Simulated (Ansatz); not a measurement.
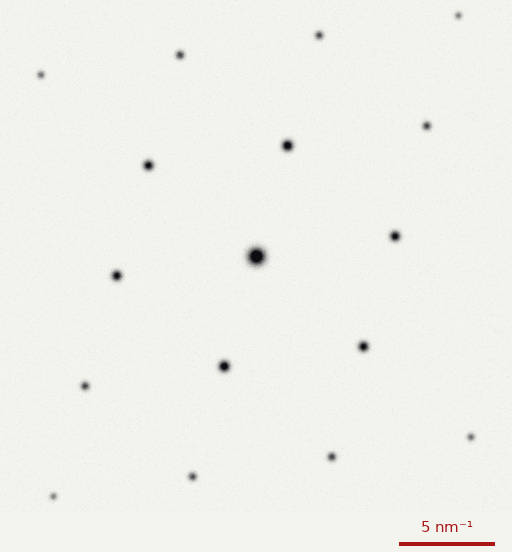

Simulated selected-area electron diffraction pattern (120 kV, kinematic approximation, thin crystal, B = 0.5 Å² for all atoms).

### What net do the spots form, and what spacings does it show?

The spots form a centred rectangular net whose two shortest vectors correspond to d = 1.65 Å and 1.35 Å, 65.9° apart.

### What is the point symmetry of the pattern, intensities included?

2mm. A zero-layer kinematic pattern is always centrosymmetric (Friedel's law).

### What was simulated?

This cannot be fixed from one zone alone; the pattern is [210] of Ta, space group Im-3m (No. 229), a = 3.30 Å. The net vectors are 0 0 2 and 1 -2 1. Structure: the input geometry of an electronic-structure calculation (not necessarily at equilibrium).
